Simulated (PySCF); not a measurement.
```yaml
atoms:
  - { symbol: C, position_ang: [0.4906, 2.8053, 1.3246] }
  - { symbol: C, position_ang: [0.0482, 2.1818, 0.4035] }
  - { symbol: C, position_ang: [-0.4542, 1.3736, -0.6877] }
  - { symbol: C, position_ang: [-0.0778, -0.1086, -0.5067] }
  - { symbol: C, position_ang: [-0.7106, -0.6682, 0.7858] }
  - { symbol: C, position_ang: [-2.1549, -0.6358, 0.7316] }
  - { symbol: C, position_ang: [-3.3480, -0.5893, 0.6492] }
  - { symbol: N, position_ang: [1.3543, -0.2582, -0.5148] }
  - { symbol: Si, position_ang: [2.1732, -1.7215, -0.8814] }
  - { symbol: H, position_ang: [0.8599, 3.3791, 2.1212] }
  - { symbol: H, position_ang: [-1.5427, 1.4646, -0.7314] }
  - { symbol: H, position_ang: [-0.0304, 1.7395, -1.6268] }
  - { symbol: H, position_ang: [-0.4730, -0.6753, -1.3579] }
  - { symbol: H, position_ang: [-0.3647, -0.0765, 1.6391] }
  - { symbol: H, position_ang: [-0.3757, -1.7002, 0.9192] }
  - { symbol: H, position_ang: [-4.3952, -0.5606, 0.5996] }
  - { symbol: H, position_ang: [1.7867, 0.3804, 0.1388] }
  - { symbol: H, position_ang: [1.5984, -2.1913, -2.1416] }
  - { symbol: H, position_ang: [3.5748, -1.3291, -0.9826] }
  - { symbol: H, position_ang: [2.0359, -2.7991, 0.1152] }
```

Geometry: GFN2-xTB.

These are results of PySCF, PBE0/pcSseg-1, SCF density, gas phase, non-relativistic, not measurements.

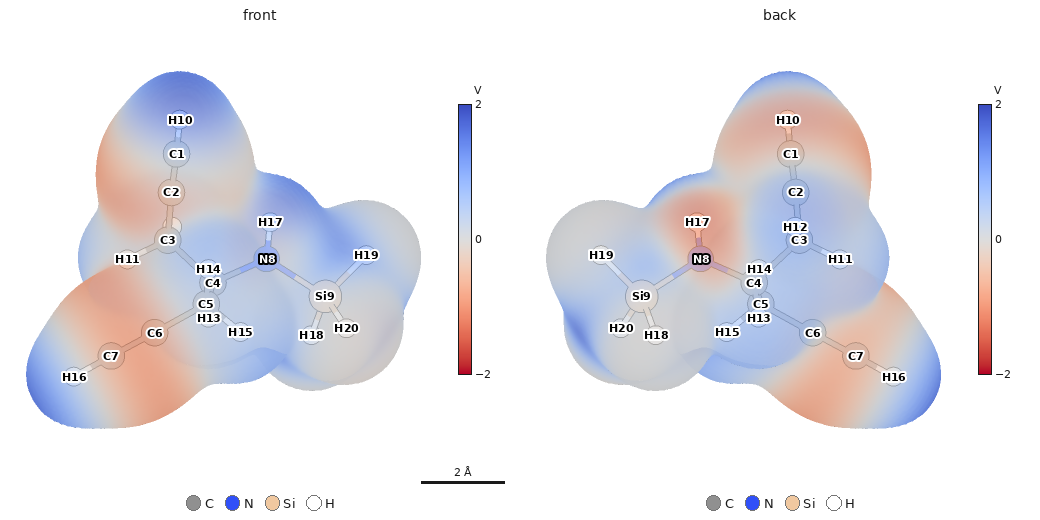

C7H11NSi (SMILES C#CCC(CC#C)N[SiH3]). The electrostatic potential painted on the density surface at 0.002 e/bohr³, seen from the front and from behind; red is negative and blue positive.

Q: Which sites attract a positive test charge, and which a negative one?

A: A positive charge is drawn to the negative regions and a negative charge to the positive ones. The most negative region (about −0.9 V) lies over C6, C7 and N8, the most positive (about +1.5 V) over H10 and H16.

Q: What dipole moment does the calculation give?

A: Its dipole moment is 0.31 D.
